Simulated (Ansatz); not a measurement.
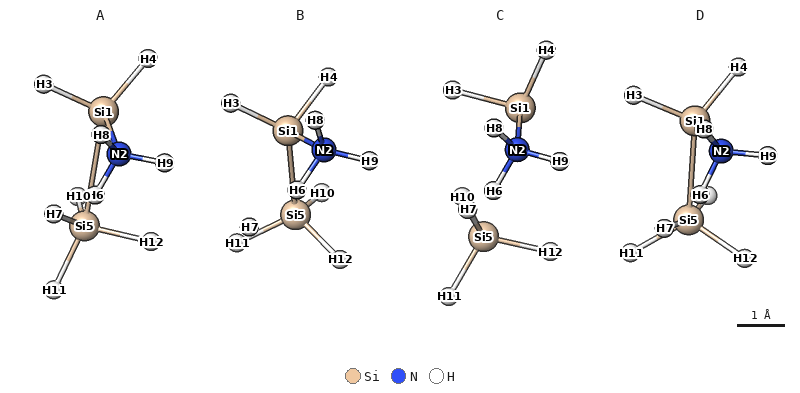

4 geometries from one constrained relaxation of Si2NH9, in shuffled order. A ball-and-stick model, seen from a free direction.

The reaction that was planned forms Si1–H7, N2–H6 and breaks Si1–N2, H6–H7 (atoms numbered from 1 in input order).

Computed with RKS PBE0-D4/def2-SVP (Ansatz). Set-up: held fixed: the distance between atoms 1 (Si) and 7 (H), the distance between atoms 2 (N) and 6 (H), the distance between atoms 1 (Si) and 2 (N), the distance between atoms 6 (H) and 7 (H), counting from 1; force threshold 0.04 eV/Å; at most 150 steps.

> Order the frames from highest to lowest energy.

B, D, A, C. They are steps 0, 8, 14, 23, at +15.3 kcal/mol, +9.31 kcal/mol, +4.27 kcal/mol relative to the last. After 23 geometry steps the energy has fallen by 15.3 kcal/mol. The largest force component goes from 0.71 to 0.009 eV/Å. The largest move after the best rigid fit is that of H10, 1.33 Å. By element the largest moves are H 1.33 Å, Si 0.86 Å, N 0.15 Å. Some distances before and after: Si5–H7 2.647 → 1.505 Å, Si1–Si5 2.295 → 3.164 Å, Si1–H3 1.456 → 1.530 Å, Si1–H4 1.481 → 1.534 Å. New bonds form: Si5–H7 (2.65 → 1.50 Å). Bonds break: Si1–Si5 (2.30 → 3.16 Å). Bond angles that change, for instance: Si1–N2–H6 92.7° → 102.8°, N2–Si1–H3 99.0° → 90.4°, H10–Si5–H12 105.4° → 113.9°.
